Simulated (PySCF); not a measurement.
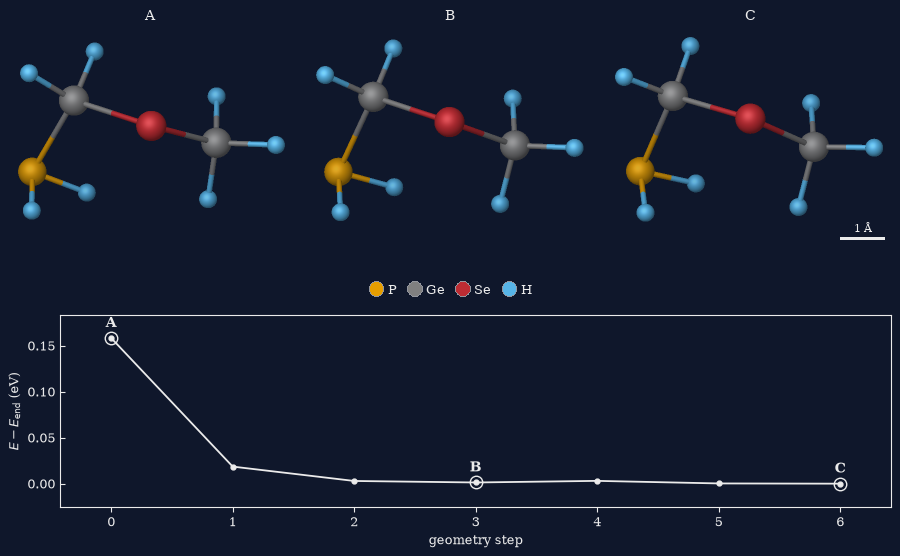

Frames of a relaxation of Ge$_{2}$PH$_{7}$Se, marked on the history of the run. The picture is a ball-and-stick view, seen at a tilt.

The start comes from GFN2-xTB. Its atoms were then displaced at random by about 0.01 Å.

Computed with PBE0-D3(BJ)/def2-SVP geometry optimisation, gas phase (PySCF 2.14.0, density-fitted response routines). 

Q: What happens along the run?

A: The largest moves after the best rigid fit, 0.32 Å, are those of H atoms. By element the largest moves are H 0.32 Å, P 0.18 Å, Se 0.17 Å, Ge 0.13 Å. Near-neighbour distances that change, for instance: Ge–Se 2.278 → 2.355 Å, Ge–H 1.495 → 1.540 Å, H–P 1.392 → 1.428 Å, Ge–Se 2.388 → 2.363 Å. Among the angles between lasting bonds that change: H–Ge–H 104.4° → 110.5°, H–Ge–H 106.6° → 110.1°, P–Ge–Se 118.4° → 115.3°. Over 6 geometry steps the energy falls by 0.158 eV. Cost: 100 s on 1 thread of Arm Neoverse V2, on a shared host. From step 0 to 3: H atoms move most (0.22 Å), energy −0.157 eV. From step 3 to 6: H atoms move most (0.13 Å), energy −0.001 eV.

```csv
step,"E − E(0), eV"
0,0.0000
1,-0.1398
2,-0.1554
3,-0.1570
4,-0.1553
5,-0.1581
6,-0.1583
```
